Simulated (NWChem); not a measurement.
# One shape, several levels: CH4AsN (SMILES C1N[AsH]1)

We compute a comparison of 4 runs (HF/STO-3G, HF/3-21G, B3LYP/6-31G*) of CH4AsN. 

The results are computed with NWChem 7.3.0.

## 1. The system as given

CH4AsN has 7 atoms, charge 0, and is taken as a singlet. SMILES: `C1N[AsH]1`. The shape is that of a PBE0-D4/def2-TZVP optimisation.

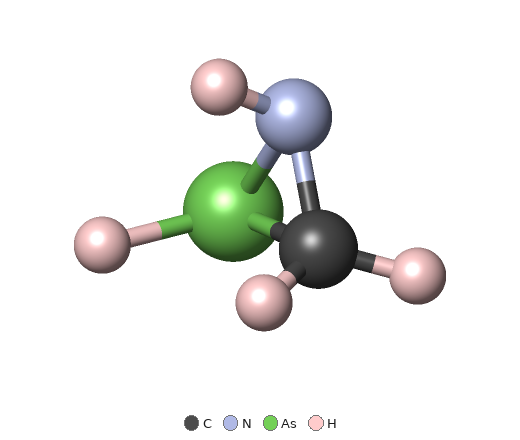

The structure, seen from a chosen angle (carbon dark grey, nitrogen light blue, arsenic green, hydrogen pink).

## 2. Energy and forces at HF/STO-3G (run 1)

Contents of test.nw:

```
echo
start test
title "CH4AsN gradient"
memory total 2200 mb
geometry noautosym nocenter noautoz
  C    -0.558800   -0.027500   -0.489100
  N    -0.466700    0.191100    0.920000
  As    0.756200   -1.194700    0.387100
  H    -1.470300   -0.517900   -0.815700
  H    -0.165800    0.714400   -1.178700
  H     0.045600    1.040100    1.133900
  H     1.920900   -0.273600   -0.003100
end
basis spherical bse
  * library STO-3G
end
scf
  thresh 1e-08
  maxiter 80
end
task scf gradient
```

Started as:

```
nwchem test.nw > test.out
```

The log of the run:

```text
[...]
  functions       =    32
[...]
  wavefunction    = RHF
[...]
         Total SCF energy =  -2302.702077959520
      One-electron energy =  -3589.611060647311
      Two-electron energy =   1104.277084768519
 Nuclear repulsion energy =    182.631897919272
        Time for solution =      2.1s
[...]
                         RHF ENERGY GRADIENTS
    atom               coordinates                        gradient
                 x          y          z           x          y          z
   1 C      -1.055979  -0.051967  -0.924265   -0.023594   0.029242   0.023730
   2 N      -0.881935   0.361127   1.738548   -0.003595   0.031007  -0.029691
   3 As      1.429011  -2.257656   0.731513    0.007438  -0.045170   0.016967
   4 H      -2.778464  -0.978689  -1.541449    0.001821  -0.005480   0.001418
   5 H      -0.313317   1.350020  -2.227420    0.005239  -0.001552  -0.000540
   6 H       0.086172   1.965504   2.142760   -0.011881  -0.025012  -0.000693
   7 H       3.629975  -0.517029  -0.005858    0.024573   0.016966  -0.011191
[...]
```

Run time: 3.6 s. Hardware: 1 thread of Intel Xeon Platinum 8488C (Sapphire Rapids), shared host; peak memory 0.1 GiB.

## 3. Energy and gradient at HF/3-21G (run 2)

Contents of run.py:

```python
from ase import Atoms
from ase.calculators.nwchem import NWChem

mol = Atoms('CNAsHHHH', positions=[
    [-0.558800, -0.027500, -0.489100],
    [-0.466700, 0.191100, 0.920000],
    [0.756200, -1.194700, 0.387100],
    [-1.470300, -0.517900, -0.815700],
    [-0.165800, 0.714400, -1.178700],
    [0.045600, 1.040100, 1.133900],
    [1.920900, -0.273600, -0.003100],
])

calc = NWChem(
    label='sp',
    theory='scf',
    memory='2200 mb',
    basis='3-21G',
    basispar='spherical bse',
    scf={'nopen': '0', 'rhf': None, 'thresh': '1e-08', 'maxiter': '80'},
)
mol.calc = calc

forces = mol.get_forces()
e = mol.get_potential_energy()
print(f"E = {e:.6f} eV")
print("forces (eV/A):")
for s, f in zip(mol.symbols, forces):
    print(f"{s:2s} {f[0]:10.5f} {f[1]:10.5f} {f[2]:10.5f}")
print("dipole (e A):", mol.get_dipole_moment().round(4))
```

Started as:

```
export ASE_NWCHEM_COMMAND="nwchem PREFIX.nwi > PREFIX.nwo"
python run.py
```

The log of the run:

```text
E = -63061.885435 eV
forces (eV/A):
C    -0.74130   -0.26390   -1.77401
N     0.87325    0.53757    0.80177
As    0.14794   -0.42392    0.12598
H     0.38947    0.36057    0.15596
H    -0.21453   -0.24698    0.33332
H    -0.52147    0.03317    0.29146
H     0.06664    0.00345    0.06551
dipole (e A): [ 0.2541  0.2262 -0.3246]
```

The calculator wrote sp.nwi:

```
title "sp"

permanent_dir sp

scratch_dir sp

start sp

geometry units angstrom nocenter noautosym noautoz
  C  -5.5879999999999996e-01 -2.7500000000000000e-02 -4.8909999999999998e-01
  N  -4.6670000000000000e-01 1.9109999999999999e-01 9.2000000000000004e-01
  As 7.5619999999999998e-01 -1.1947000000000001e+00 3.8710000000000000e-01
  H  -1.4702999999999999e+00 -5.1790000000000003e-01 -8.1569999999999998e-01
  H  -1.6580000000000000e-01 7.1440000000000003e-01 -1.1787000000000001e+00
  H  4.5600000000000002e-02 1.0401000000000000e+00 1.1338999999999999e+00
  H  1.9209000000000001e+00 -2.7360000000000001e-01 -3.0999999999999999e-03
end

memory 2200 mb

basis spherical bse noprint
   * library 3-21G
end

scf
  nopen 0
  rhf
  thresh 1e-08
  maxiter 80
end

task scf gradient
```

sp.nwo:

```text
Northwest Computational Chemistry Package (NWChem) 7.3.0
             --------------------------------------------------------

           Job information
           ---------------

    nwchem branch   = 7.3.0
    use scalapack   = T
    input           = sp.nwi
    prefix          = sp.
    data base       = sp/sp.db
    status          = startup
    nproc           =        1

           Memory information
           ------------------

    heap     =     72089596 doubles =      550.0 Mbytes
    stack    =     72089601 doubles =      550.0 Mbytes
    global   =    144179200 doubles =     1100.0 Mbytes (distinct from heap & stack)
    total    =    288358397 doubles =     2200.0 Mbytes
    verify   = yes
    hardfail = no

[... 142 lines left out ...]
 Convergence threshold     :          1.000E-08
[... 12 lines left out ...]
       Final RHF  results
[... 3 lines left out ...]
      One-electron energy =  -3594.570293701980
[... 1 line left out ...]
 Nuclear repulsion energy =    182.631897919272
[... 43 lines left out ...]
                       ROHF Final Molecular Orbital Analysis
[... 205 lines left out ...]
                 ----------------------------------------
                 |  Time  |  1-e(secs)   |  2-e(secs)   |
                 ----------------------------------------
                 |  CPU   |       0.00   |       0.97   |
                 ----------------------------------------
                 |  WALL  |       0.00   |       0.97   |
                 ----------------------------------------

 Task  times  cpu:        3.7s     wall:        3.7s
 Total times  cpu:        3.7s     wall:        3.7s
```

Wall time 4.8 s (1 thread of Intel Xeon Platinum 8488C (Sapphire Rapids), shared host); peak memory 0.098 GiB.

Run 3 isn't shown in full; the table further down has it.

## 4. Energy and gradient at B3LYP/6-31G(d) (Cartesian functions) (run 4)

Contents of geom.nw:

```
start geom
title "CH4AsN gradient"
memory total 2200 mb
geometry noautosym nocenter noautoz
  C       -0.558800      -0.027500      -0.489100
  N       -0.466700       0.191100       0.920000
  As       0.756200      -1.194700       0.387100
  H       -1.470300      -0.517900      -0.815700
  H       -0.165800       0.714400      -1.178700
  H        0.045600       1.040100       1.133900
  H        1.920900      -0.273600      -0.003100
end
basis cartesian
  * library 6-31G*
end
dft
  xc b3lyp
  grid xfine
  convergence energy 1e-08
  maxiter 100
  mulliken
end
task dft gradient
```

Started as:

```
nwchem geom.nw > geom.out
```

The log of the run:

```text
[...]
          Wavefunction type:  closed shell.
          No. of atoms     :     7
          No. of electrons :    50
[...]
          Charge           :     0
          Spin multiplicity:     1
[...]
          AO basis - number of functions:    73
[...]
              XC Information
              --------------
                         B3LYP Method XC Potential
                     Hartree-Fock (Exact) Exchange  0.200
                        Slater Exchange Functional  0.800 local
                    Becke 1988 Exchange Functional  0.720 non-local
              Lee-Yang-Parr Correlation Functional  0.810
                  VWN I RPA Correlation Functional  0.190 local
[...]
 d= 0,ls=0.0,diis     1  -2330.7994952968 -2.51D+03  1.17D-02  1.33D+00     3.8
[...]
 d= 0,ls=0.0,diis    10  -2330.8438929296 -2.40D-09  7.78D-07  5.16D-09    27.9
         Total DFT energy =    -2330.843892929629
      One electron energy =    -3605.189209882391
           Coulomb energy =     1188.589037296177
    Exchange-Corr. energy =      -96.875618262688
 Nuclear repulsion energy =      182.631897919272
[...]
      Total Density - Mulliken Population Analysis
     ---------------------------------------------
    Atom       Charge   Shell Charges
 -----------   ------   -------------------------------------------------------
    1 C    6     6.22   1.99  0.70  2.06  0.57  0.86  0.04
    2 N    7     7.57   1.99  0.82  2.39  0.97  1.39  0.02
    3 As  33    32.89   2.00  1.99  6.00  1.93  5.98  1.51  2.33  0.35  0.57  6.97  2.97  0.29
    4 H    1     0.82   0.53  0.29
    5 H    1     0.83   0.53  0.30
    6 H    1     0.67   0.51  0.16
    7 H    1     1.00   0.49  0.51
[...]
  wavefunction    = closed shell
                         DFT ENERGY GRADIENTS
    atom               coordinates                        gradient
                 x          y          z           x          y          z
   1 C      -1.055979  -0.051967  -0.924265    0.004775  -0.004082   0.005801
   2 N      -0.881935   0.361127   1.738548    0.009633  -0.004572  -0.006714
   3 As      1.429011  -2.257656   0.731513   -0.010392   0.016588  -0.002718
   4 H      -2.778464  -0.978689  -1.541449    0.001645   0.000176   0.000956
   5 H      -0.313317   1.350020  -2.227420   -0.000014  -0.001651   0.002136
   6 H       0.086172   1.965504   2.142760   -0.001956  -0.004091  -0.000993
   7 H       3.629975  -0.517029  -0.005858   -0.003692  -0.002368   0.001531
[...]
```

Wall time 38 s (1 thread of Intel Xeon Platinum 8488C (Sapphire Rapids), shared host); peak memory 0.14 GiB.

## 5. All runs side by side

| run | level | iteration cap | module | energy (Eh) | dipole moment (D) | HOMO energy (eV) | LUMO energy (eV) | wall time |
| --- | --- | --- | --- | --- | --- | --- | --- | --- |
| 1 | HF/STO-3G | 80 | scf | -2302.702078 | 2.12 | -7.27 | 7.71 | 3.6 s |
| 2 | HF/3-21G | 80 | scf | -2317.481564 | 2.26 | -9.29 | 3.32 | 4.8 s |
| 3 | B3LYP/6-31G* (spherical functions) | 100 | dft | -2330.835819 | 1.90 | – | – | 38 s |
| 4 | B3LYP/6-31G* (Cartesian functions) | 100 | dft | -2330.843893 | 1.90 | -6.43 | -0.44 | 38 s |

## 6. Outcome

| quantity | value |
| --- | --- |
| run 4: total energy | -2330.84389 Eh |
| run 4: dipole moment | 1.90 D |
| run 4: HOMO energy | -6.43 eV |
| run 4: LUMO energy | -0.44 eV |
| run 4: HOMO–LUMO gap | 5.99 eV |
| run 4: largest force on an atom | 1.016 eV/Å |

**Reading.** The dipole moment (its size) runs from 1.90 D (B3LYP/6-31G*) to 2.26 D (HF/3-21G). The two ends differ in method and basis. Over runs 1, 2, 4 the HOMO–LUMO gap runs from 5.99 eV (B3LYP/6-31G*) to 14.99 eV (HF/STO-3G). In run 1 the basis is minimal, so the values are rough. All runs together took 84 s, the longest 38 s.
